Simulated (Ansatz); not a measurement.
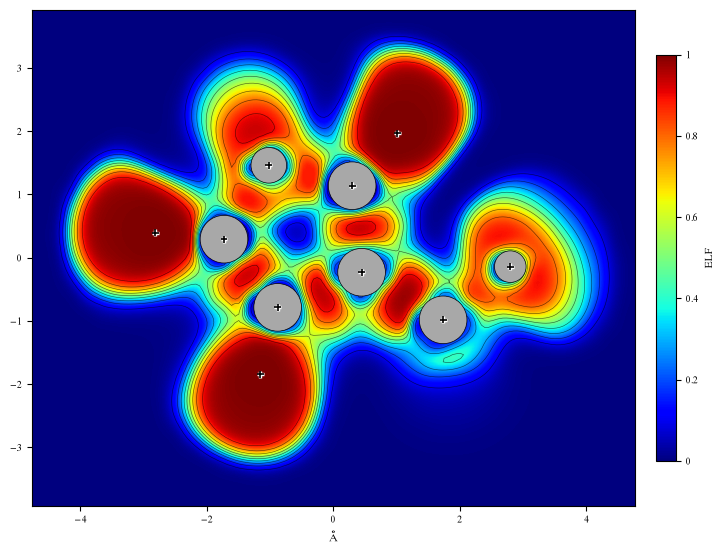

The ELF on a plane through atoms (crosses mark nuclei in the plane; grey discs cover the cores).

Computed with Ansatz, isolated molecule in a Gaussian basis; Kohn-Sham density functional theory, functional PBE0.

Candidates:
A. Ge2H7N (SMILES [GeH3][NH][GeH3])
B. C5H3F3O (SMILES FC(F)(F)c1ccoc1)
C. C3H4Cu (SMILES [CH2]/C=[CH]/[Cu]) (doublet)

**Which system is this?**

Candidate B: C5H3F3O on the plane of atoms C2, C5 and H12, which holds C, F, O and H. C–F (1.35 Å): the ELF peaks at about 0.85 between the atoms; a polar covalent bond. C–O (1.36 Å): the ELF peaks at about 0.90 between the atoms; a polar covalent bond.
